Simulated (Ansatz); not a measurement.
# SiH3O (doublet): B2PLYP, RPA-PBE over vertical spin and charge gaps and displaced geometries, cc-pVDZ

Aim: run SiH3O (doublet) with these functionals over vertical spin and charge gaps and displaced geometries, and hold them against the top wave-function level at the same points.

Method: cc-pVDZ, all electrons in the functionals, frozen cores in the correlation of double hybrids and RPA; program: Ansatz 0.2.0, Gaussian basis.

To be run: B2PLYP, RPA-PBE, at charge 0, doublet; charge 0, quartet; charge 1, singlet; charge 1, triplet; displaced geometry v1; displaced geometry v2.

26 further runs of the same task are left out: 1 for a known fault of the program, 8 that didn't finish, 17 set aside as unsound or not needed.

## 1. The system

The geometry is a PBE0/def2-TZVP stationary point (not a proven minimum).

5 atoms, charge 0, spin multiplicity 2.

Atoms are counted from 1 here; the program's logs count them from 0.

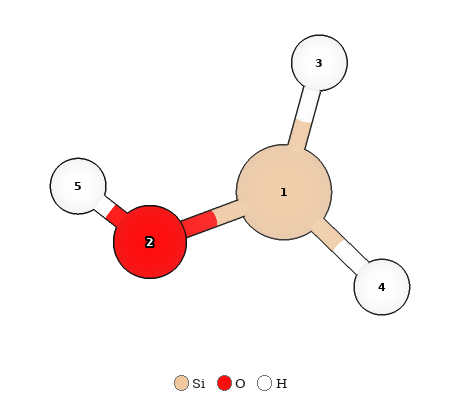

The structure; silicon light orange, oxygen red, hydrogen white; atoms are numbered from 1 in the order of the file.

Coordinates:

```tsv
atom	x (Å)	y (Å)	z (Å)
Si1	-0.0866	-0.0323	0.5791
O2	0.0885	0.0997	-1.0586
H3	0.6425	-1.2281	1.1084
H4	0.4860	1.2186	1.1449
H5	-0.1194	-0.6729	-1.5864
```

No dispersion term is added.

The geometry shown and the zero of energy belong to the point charge 0, doublet. The yardstick, UCCSDT(Q), and other wave-function levels (R restricted, U unrestricted, valence and pair active spaces) come from earlier runs.

## 2. B2PLYP, charge 0, doublet

in.yaml

```yaml
crystal:
  periodic: [false, false, false]
  atoms:
    - {symbol: Si, position_ang: [-0.086624, -0.032276, 0.579137]}
    - {symbol: O, position_ang: [0.088491, 0.099651, -1.058633]}
    - {symbol: H, position_ang: [0.642493, -1.228094, 1.108382]}
    - {symbol: H, position_ang: [0.485976, 1.218586, 1.144898]}
    - {symbol: H, position_ang: [-0.119403, -0.672933, -1.586426]}
basis:
  gaussian: {orbitals: cc-pVDZ}
magnetization: {spin_polarized: true, initial_magnetization: 1}
hamiltonian: {xc: {name: B2PLYP}}
correlation: {electrons: outside_noble_gas}
```

Command:

```sh
ansatz run in.yaml --threads 1 --pin off --events-out ev --progress --plain --max-ram 2393MiB
```

The log of the run:

```text
Functional definition: B2PLYP
  name "B2PLYP"
  cite "Grimme, J. Chem. Phys. 124, 034108 (2006) doi:10.1063/1.2148954"
  cite "Becke, Phys. Rev. A 38, 3098 (1988) doi:10.1103/PhysRevA.38.3098"
  cite "Lee, Yang & Parr, Phys. Rev. B 37, 785 (1988) doi:10.1103/PhysRevB.37.785"
  parameter a = 0.53
  parameter c = 0.27
  exchange = (1 - a)*b88_x + a*exact_x
  correlation = (1 - c)*lyp_c + c*(mp2_os + mp2_ss)
440 factors; integrals over basis functions are off by at most 1.1e-3 eV
mean field evaluation 1: about -9962.2130 eV, gradient 2.8e1 eV
mean field evaluation 2: about -9962.2133 eV, gradient 2.8e1 eV
mean field evaluation 4: about -9964.9226 eV, gradient 1.6e0 eV
mean field evaluation 8: about -9964.9411 eV, gradient 1.1e-1 eV
mean field evaluation 16: about -9964.9414 eV, gradient 5.2e-5 eV
mean field -9964.94136128 eV, -366.2048405471 hartree, gradient 4.4e-6 eV, S^2 0.752454; 0 other end points of the search recorded, 0 dependent functions left out
6 core orbitals not correlated: weight in the atoms' cores, before any rotation towards them, 1.000 or more for the frozen orbitals, at most 0.000 for the correlated occupied ones
reference -9964.94148586 eV, -366.2048451254 hartree; 7, 6 occupied and 34, 35 virtual orbitals, 440 factors
second order -9.17547053 eV of doubles, -0.00000000 eV of singles
Total energy: -9967.41886290 eV, -366.2958870525 hartree
```

Wall time 1.5 s (1 thread of Arm Neoverse V1, shared host).

From the report: ⟨S²⟩ of the determinant 0.752 (pure doublet: 0.75).

## 3. B2PLYP, charge 0, quartet

Changes to in.yaml since step 2:

```diff
@@ -10,3 +10,3 @@
   gaussian: {orbitals: cc-pVDZ}
-magnetization: {spin_polarized: true, initial_magnetization: 1}
+magnetization: {spin_polarized: true, initial_magnetization: 3}
 hamiltonian: {xc: {name: B2PLYP}}
```

Same command.

The log of the run (excerpt; [...] marks lines left out):

```text
Functional definition: B2PLYP
  name "B2PLYP"
  cite "Grimme, J. Chem. Phys. 124, 034108 (2006) doi:10.1063/1.2148954"
  cite "Becke, Phys. Rev. A 38, 3098 (1988) doi:10.1103/PhysRevA.38.3098"
  cite "Lee, Yang & Parr, Phys. Rev. B 37, 785 (1988) doi:10.1103/PhysRevB.37.785"
[...]
440 factors; integrals over basis functions are off by at most 1.1e-3 eV
[...]
mean field -9957.36310298 eV, -365.9263446914 hartree, gradient 1.4e-6 eV, S^2 3.757388; 3 other end points of the search recorded, 0 dependent functions left out
6 core orbitals not correlated: weight in the atoms' cores, before any rotation towards them, 1.000 or more for the frozen orbitals, at most 0.000 for the correlated occupied ones
reference -9957.36323557 eV, -365.9263495638 hartree; 8, 5 occupied and 33, 36 virtual orbitals, 440 factors
second order -8.32856232 eV of doubles, -0.00000000 eV of singles
Total energy: -9959.61194739 eV, -366.0089881992 hartree
```

Run time: 3.2 s. Hardware: 1 thread of Arm Neoverse V1, shared host.

From the report: ⟨S²⟩ of the determinant 3.757 (pure quartet: 3.75).

From charge 0, doublet: +7.807 eV.

## 4. B2PLYP, charge 1, singlet

Changes to in.yaml since step 3:

```diff
@@ -10,3 +10,3 @@
   gaussian: {orbitals: cc-pVDZ}
-magnetization: {spin_polarized: true, initial_magnetization: 3}
+total_charge: 1
 hamiltonian: {xc: {name: B2PLYP}}
```

Same command.

The log of the run (excerpt; [...] marks lines left out):

```text
Functional definition: B2PLYP
  name "B2PLYP"
  cite "Grimme, J. Chem. Phys. 124, 034108 (2006) doi:10.1063/1.2148954"
  cite "Becke, Phys. Rev. A 38, 3098 (1988) doi:10.1103/PhysRevA.38.3098"
  cite "Lee, Yang & Parr, Phys. Rev. B 37, 785 (1988) doi:10.1103/PhysRevB.37.785"
[...]
440 factors; integrals over basis functions are off by at most 1.1e-3 eV
[...]
mean field -9956.77329120 eV, -365.9046695081 hartree, gradient 2.4e-6 eV, S^2 0.000000; 0 other end points of the search recorded, 0 dependent functions left out
6 core orbitals not correlated: weight in the atoms' cores, before any rotation towards them, 1.000 or more for the frozen orbitals, at most 0.000 for the correlated occupied ones
reference -9956.77340563 eV, -365.9046737134 hartree; 6, 6 occupied and 35, 35 virtual orbitals, 440 factors
second order -9.51180042 eV of doubles, -0.00000000 eV of singles
Total energy: -9959.34159174 eV, -365.9990528123 hartree
```

Run time: 1.2 s. Hardware: 1 thread of Arm Neoverse V1, shared host.

From charge 0, doublet: +8.077 eV.

## 5. B2PLYP, charge 1, triplet

Changes to in.yaml since step 4:

```diff
@@ -11,2 +11,3 @@
 total_charge: 1
+magnetization: {spin_polarized: true, initial_magnetization: 2}
 hamiltonian: {xc: {name: B2PLYP}}
```

The command is unchanged.

The log of the run (excerpt; [...] marks lines left out):

```text
Functional definition: B2PLYP
  name "B2PLYP"
  cite "Grimme, J. Chem. Phys. 124, 034108 (2006) doi:10.1063/1.2148954"
  cite "Becke, Phys. Rev. A 38, 3098 (1988) doi:10.1103/PhysRevA.38.3098"
  cite "Lee, Yang & Parr, Phys. Rev. B 37, 785 (1988) doi:10.1103/PhysRevB.37.785"
[...]
440 factors; integrals over basis functions are off by at most 1.1e-3 eV
[...]
mean field -9953.42077217 eV, -365.7814667064 hartree, gradient 7.4e-6 eV, S^2 2.025708; 6 other end points of the search recorded, 0 dependent functions left out
6 core orbitals not correlated: weight in the atoms' cores, before any rotation towards them, 1.000 or more for the frozen orbitals, at most 0.000 for the correlated occupied ones
reference -9953.42088451 eV, -365.7814708348 hartree; 7, 5 occupied and 34, 36 virtual orbitals, 440 factors
second order -8.84307030 eV of doubles, -0.00000000 eV of singles
Total energy: -9955.80851349 eV, -365.8692145815 hartree
```

Run time: 4.3 s. Hardware: 1 thread of Arm Neoverse V1, shared host.

From the report: ⟨S²⟩ of the determinant 2.026 (pure triplet: 2.00).

From charge 0, doublet: +11.610 eV.

## 6. B2PLYP, displaced geometry v1

in.yaml

```yaml
crystal:
  periodic: [false, false, false]
  atoms:
    - {symbol: Si, position_ang: [-0.084061, -0.027223, 0.586202]}
    - {symbol: O, position_ang: [0.090220, 0.088562, -1.062721]}
    - {symbol: H, position_ang: [0.692186, -1.179873, 1.061681]}
    - {symbol: H, position_ang: [0.432893, 1.203992, 1.127999]}
    - {symbol: H, position_ang: [-0.214871, -0.671347, -1.654814]}
basis:
  gaussian: {orbitals: cc-pVDZ}
magnetization: {spin_polarized: true, initial_magnetization: 1}
hamiltonian: {xc: {name: B2PLYP}}
correlation: {electrons: outside_noble_gas}
```

Same command.

The log of the run (excerpt; [...] marks lines left out):

```text
Functional definition: B2PLYP
  name "B2PLYP"
  cite "Grimme, J. Chem. Phys. 124, 034108 (2006) doi:10.1063/1.2148954"
  cite "Becke, Phys. Rev. A 38, 3098 (1988) doi:10.1103/PhysRevA.38.3098"
  cite "Lee, Yang & Parr, Phys. Rev. B 37, 785 (1988) doi:10.1103/PhysRevB.37.785"
[...]
440 factors; integrals over basis functions are off by at most 9.8e-4 eV
[...]
mean field -9964.83132216 eV, -366.2007966840 hartree, gradient 5.0e-6 eV, S^2 0.752443; 0 other end points of the search recorded, 0 dependent functions left out
6 core orbitals not correlated: weight in the atoms' cores, before any rotation towards them, 1.000 or more for the frozen orbitals, at most 0.000 for the correlated occupied ones
reference -9964.83144738 eV, -366.2008012860 hartree; 7, 6 occupied and 34, 35 virtual orbitals, 440 factors
second order -9.24783860 eV of doubles, -0.00000000 eV of singles
Total energy: -9967.32836381 eV, -366.2925612721 hartree
```

Wall time 1.8 s (1 thread of Arm Neoverse V1, shared host).

From the report: ⟨S²⟩ of the determinant 0.752 (pure doublet: 0.75).

From charge 0, doublet: +0.090 eV.

## 7. B2PLYP, displaced geometry v2

in.yaml

```yaml
crystal:
  periodic: [false, false, false]
  atoms:
    - {symbol: Si, position_ang: [-0.026315, -0.030802, 0.576402]}
    - {symbol: O, position_ang: [-0.016074, 0.109499, -1.049774]}
    - {symbol: H, position_ang: [0.614548, -1.250670, 1.109061]}
    - {symbol: H, position_ang: [0.541140, 1.140740, 1.163791]}
    - {symbol: H, position_ang: [-0.167298, -0.769912, -1.670417]}
basis:
  gaussian: {orbitals: cc-pVDZ}
magnetization: {spin_polarized: true, initial_magnetization: 1}
hamiltonian: {xc: {name: B2PLYP}}
correlation: {electrons: outside_noble_gas}
```

Launched as before.

The log of the run (excerpt; [...] marks lines left out):

```text
Functional definition: B2PLYP
  name "B2PLYP"
  cite "Grimme, J. Chem. Phys. 124, 034108 (2006) doi:10.1063/1.2148954"
  cite "Becke, Phys. Rev. A 38, 3098 (1988) doi:10.1103/PhysRevA.38.3098"
  cite "Lee, Yang & Parr, Phys. Rev. B 37, 785 (1988) doi:10.1103/PhysRevB.37.785"
[...]
440 factors; integrals over basis functions are off by at most 1.3e-3 eV
[...]
mean field -9964.47335449 eV, -366.1876416150 hartree, gradient 2.7e-6 eV, S^2 0.752446; 0 other end points of the search recorded, 0 dependent functions left out
6 core orbitals not correlated: weight in the atoms' cores, before any rotation towards them, 1.000 or more for the frozen orbitals, at most 0.000 for the correlated occupied ones
reference -9964.47348079 eV, -366.1876462561 hartree; 7, 6 occupied and 34, 35 virtual orbitals, 440 factors
second order -9.35232318 eV of doubles, -0.00000000 eV of singles
Total energy: -9966.99860804 eV, -366.2804429713 hartree
```

Wall time 1.7 s (1 thread of Arm Neoverse V1, shared host).

From the report: ⟨S²⟩ of the determinant 0.752 (pure doublet: 0.75).

From charge 0, doublet: +0.420 eV.

## 8. RPA-PBE, charge 0, doublet

in.yaml

```yaml
crystal:
  periodic: [false, false, false]
  atoms:
    - {symbol: Si, position_ang: [-0.086624, -0.032276, 0.579137]}
    - {symbol: O, position_ang: [0.088491, 0.099651, -1.058633]}
    - {symbol: H, position_ang: [0.642493, -1.228094, 1.108382]}
    - {symbol: H, position_ang: [0.485976, 1.218586, 1.144898]}
    - {symbol: H, position_ang: [-0.119403, -0.672933, -1.586426]}
basis:
  gaussian: {orbitals: cc-pVDZ}
magnetization: {spin_polarized: true, initial_magnetization: 1}
hamiltonian: {xc: {name: PBE}}
correlation: {method: rpa, electrons: outside_noble_gas}
```

Launched as before.

The log of the run (excerpt; [...] marks lines left out):

```text
Functional definition: PBE
  name "PBE"
  cite "Perdew, Burke & Ernzerhof, Phys. Rev. Lett. 77, 3865 (1996) doi:10.1103/PhysRevLett.77.3865"
  parent pbe
[...]
440 factors; integrals over basis functions are off by at most 1.1e-3 eV
[...]
mean field -9966.27859510 eV, -366.2539829837 hartree, gradient 9.5e-7 eV, S^2 0.751393; 0 other end points of the search recorded, 0 dependent functions left out
6 core orbitals not correlated: weight in the atoms' cores, before any rotation towards them, 1.000 or more for the frozen orbitals, at most 0.000 for the correlated occupied ones
reference -9945.97049366 eV, -365.5076740211 hartree; 7, 6 occupied and 34, 35 virtual orbitals, 440 factors
Total energy: -9958.67149786 eV, -365.9744273163 hartree
```

Run time: 1.5 s. Hardware: 1 thread of Arm Neoverse V1, shared host.

From the report: ⟨S²⟩ of the determinant 0.751 (pure doublet: 0.75).

## 9. RPA-PBE, charge 0, quartet

Changes to in.yaml since step 8:

```diff
@@ -10,3 +10,3 @@
   gaussian: {orbitals: cc-pVDZ}
-magnetization: {spin_polarized: true, initial_magnetization: 1}
+magnetization: {spin_polarized: true, initial_magnetization: 3}
 hamiltonian: {xc: {name: PBE}}
```

The command is unchanged.

The log of the run (excerpt; [...] marks lines left out):

```text
Functional definition: PBE
  name "PBE"
  cite "Perdew, Burke & Ernzerhof, Phys. Rev. Lett. 77, 3865 (1996) doi:10.1103/PhysRevLett.77.3865"
  parent pbe
[...]
440 factors; integrals over basis functions are off by at most 1.1e-3 eV
[...]
mean field -9959.38297058 eV, -366.0005734565 hartree, gradient 2.2e-6 eV, S^2 3.752639; 8 other end points of the search recorded, 0 dependent functions left out
6 core orbitals not correlated: weight in the atoms' cores, before any rotation towards them, 1.000 or more for the frozen orbitals, at most 0.000 for the correlated occupied ones
reference -9937.68905022 eV, -365.2033365878 hartree; 8, 5 occupied and 33, 36 virtual orbitals, 440 factors
Total energy: -9951.35968998 eV, -365.7057233330 hartree
```

Run time: 4.2 s. Hardware: 1 thread of Arm Neoverse V1, shared host.

From the report: ⟨S²⟩ of the determinant 3.753 (pure quartet: 3.75).

From charge 0, doublet: +7.312 eV.

## 10. RPA-PBE, charge 1, singlet

Changes to in.yaml since step 9:

```diff
@@ -10,3 +10,3 @@
   gaussian: {orbitals: cc-pVDZ}
-magnetization: {spin_polarized: true, initial_magnetization: 3}
+total_charge: 1
 hamiltonian: {xc: {name: PBE}}
```

Launched as before.

The log of the run (excerpt; [...] marks lines left out):

```text
Functional definition: PBE
  name "PBE"
  cite "Perdew, Burke & Ernzerhof, Phys. Rev. Lett. 77, 3865 (1996) doi:10.1103/PhysRevLett.77.3865"
  parent pbe
[...]
440 factors; integrals over basis functions are off by at most 1.1e-3 eV
[...]
mean field -9958.19513615 eV, -365.9569213463 hartree, gradient 1.8e-6 eV, S^2 0.000000; 0 other end points of the search recorded, 0 dependent functions left out
6 core orbitals not correlated: weight in the atoms' cores, before any rotation towards them, 1.000 or more for the frozen orbitals, at most 0.000 for the correlated occupied ones
reference -9937.80384227 eV, -365.2075551180 hartree; 6, 6 occupied and 35, 35 virtual orbitals, 440 factors
Total energy: -9950.62511037 eV, -365.6787280301 hartree
```

Run time: 1.3 s. Hardware: 1 thread of Arm Neoverse V1, shared host.

From charge 0, doublet: +8.046 eV.

## 11. RPA-PBE, charge 1, triplet

Changes to in.yaml since step 10:

```diff
@@ -11,2 +11,3 @@
 total_charge: 1
+magnetization: {spin_polarized: true, initial_magnetization: 2}
 hamiltonian: {xc: {name: PBE}}
```

Launched as before.

The log of the run (excerpt; [...] marks lines left out):

```text
Functional definition: PBE
  name "PBE"
  cite "Perdew, Burke & Ernzerhof, Phys. Rev. Lett. 77, 3865 (1996) doi:10.1103/PhysRevLett.77.3865"
  parent pbe
[...]
440 factors; integrals over basis functions are off by at most 1.1e-3 eV
[...]
mean field -9955.07932743 eV, -365.8424174880 hartree, gradient 9.5e-6 eV, S^2 2.004324; 2 other end points of the search recorded, 0 dependent functions left out
6 core orbitals not correlated: weight in the atoms' cores, before any rotation towards them, 1.000 or more for the frozen orbitals, at most 0.000 for the correlated occupied ones
reference -9934.42365524 eV, -365.0833355360 hartree; 7, 5 occupied and 34, 36 virtual orbitals, 440 factors
Total energy: -9947.33253728 eV, -365.5577282008 hartree
```

Run time: 2.4 s. Hardware: 1 thread of Arm Neoverse V1, shared host.

From the report: ⟨S²⟩ of the determinant 2.004 (pure triplet: 2.00).

From charge 0, doublet: +11.339 eV.

## 12. RPA-PBE, displaced geometry v1

in.yaml

```yaml
crystal:
  periodic: [false, false, false]
  atoms:
    - {symbol: Si, position_ang: [-0.084061, -0.027223, 0.586202]}
    - {symbol: O, position_ang: [0.090220, 0.088562, -1.062721]}
    - {symbol: H, position_ang: [0.692186, -1.179873, 1.061681]}
    - {symbol: H, position_ang: [0.432893, 1.203992, 1.127999]}
    - {symbol: H, position_ang: [-0.214871, -0.671347, -1.654814]}
basis:
  gaussian: {orbitals: cc-pVDZ}
magnetization: {spin_polarized: true, initial_magnetization: 1}
hamiltonian: {xc: {name: PBE}}
correlation: {method: rpa, electrons: outside_noble_gas}
```

The command is unchanged.

The log of the run (excerpt; [...] marks lines left out):

```text
Functional definition: PBE
  name "PBE"
  cite "Perdew, Burke & Ernzerhof, Phys. Rev. Lett. 77, 3865 (1996) doi:10.1103/PhysRevLett.77.3865"
  parent pbe
[...]
440 factors; integrals over basis functions are off by at most 9.8e-4 eV
[...]
mean field -9966.19047034 eV, -366.2507444584 hartree, gradient 6.8e-6 eV, S^2 0.751408; 0 other end points of the search recorded, 0 dependent functions left out
6 core orbitals not correlated: weight in the atoms' cores, before any rotation towards them, 1.000 or more for the frozen orbitals, at most 0.000 for the correlated occupied ones
reference -9945.82938845 eV, -365.5024885002 hartree; 7, 6 occupied and 34, 35 virtual orbitals, 440 factors
Total energy: -9958.59366882 eV, -365.9715671519 hartree
```

It took 1.5 s on 1 thread of Arm Neoverse V1, shared host.

From the report: ⟨S²⟩ of the determinant 0.751 (pure doublet: 0.75).

From charge 0, doublet: +0.078 eV.

## 13. RPA-PBE, displaced geometry v2

in.yaml

```yaml
crystal:
  periodic: [false, false, false]
  atoms:
    - {symbol: Si, position_ang: [-0.026315, -0.030802, 0.576402]}
    - {symbol: O, position_ang: [-0.016074, 0.109499, -1.049774]}
    - {symbol: H, position_ang: [0.614548, -1.250670, 1.109061]}
    - {symbol: H, position_ang: [0.541140, 1.140740, 1.163791]}
    - {symbol: H, position_ang: [-0.167298, -0.769912, -1.670417]}
basis:
  gaussian: {orbitals: cc-pVDZ}
magnetization: {spin_polarized: true, initial_magnetization: 1}
hamiltonian: {xc: {name: PBE}}
correlation: {method: rpa, electrons: outside_noble_gas}
```

The command is unchanged.

The log of the run (excerpt; [...] marks lines left out):

```text
Functional definition: PBE
  name "PBE"
  cite "Perdew, Burke & Ernzerhof, Phys. Rev. Lett. 77, 3865 (1996) doi:10.1103/PhysRevLett.77.3865"
  parent pbe
[...]
440 factors; integrals over basis functions are off by at most 1.3e-3 eV
[...]
mean field -9965.88664522 eV, -366.2395790913 hartree, gradient 9.3e-6 eV, S^2 0.751464; 0 other end points of the search recorded, 0 dependent functions left out
6 core orbitals not correlated: weight in the atoms' cores, before any rotation towards them, 1.000 or more for the frozen orbitals, at most 0.000 for the correlated occupied ones
reference -9945.42848609 eV, -365.4877556103 hartree; 7, 6 occupied and 34, 35 virtual orbitals, 440 factors
Total energy: -9958.27035117 eV, -365.9596854476 hartree
```

Wall time 1.4 s (1 thread of Arm Neoverse V1, shared host).

From the report: ⟨S²⟩ of the determinant 0.751 (pure doublet: 0.75).

From charge 0, doublet: +0.401 eV.

## 14. The comparison

The yardstick is UCCSDT(Q), where the cluster series has nearly closed. It comes from earlier runs at the same points. Energies in eV, counted from charge 0, doublet; blanks weren't run or aren't comparable.

```tsv
level	doublet to quartet	ionisation to the singlet cation	ionisation to the triplet cation	displacement v1	displacement v2
UCCSDT(Q)	7.672	7.965	11.586	0.090	0.423
B2PLYP	7.807	8.077	11.610	0.090	0.420
RPA-PBE	7.312	8.046	11.339	0.078	0.401
```

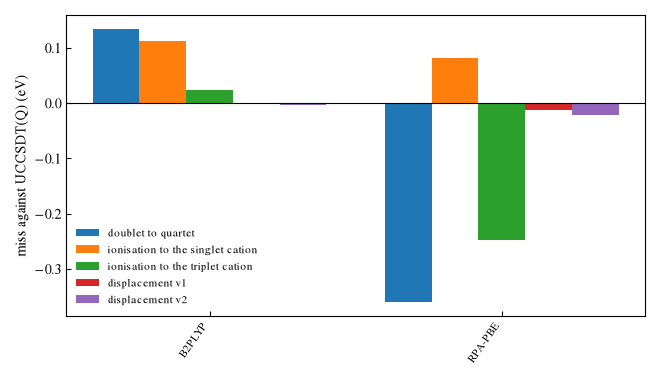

Misses of the gaps against UCCSDT(Q).

Largest miss and mean time a point (UCCSDT(Q) took 1.8 min a point; shared hosts):

```tsv
level	largest miss (eV)	where	time a point
B2PLYP	+0.135	doublet to quartet	2.3 s
RPA-PBE	-0.360	doublet to quartet	2 s
```

## 15. Outcome

| quantity | value |
| --- | --- |
| doublet to quartet, UCCSDT(Q) | 7.672 eV |
| ionisation to the singlet cation, UCCSDT(Q) | 7.965 eV |
| ionisation to the triplet cation, UCCSDT(Q) | 11.586 eV |
| displacement v1, UCCSDT(Q) | 0.090 eV |
| displacement v2, UCCSDT(Q) | 0.423 eV |
| largest miss, B2PLYP | +0.135 eV (doublet to quartet) |
| largest miss, RPA-PBE | -0.360 eV (doublet to quartet) |

What this shows: Of the functionals, B2PLYP keep the smallest largest miss at the points compared (at most 0.135 eV) and RPA-PBE strays most (0.360 eV, at doublet to quartet). Functionals and the yardstick converge differently with the basis, so part of each miss in cc-pVDZ is the basis.
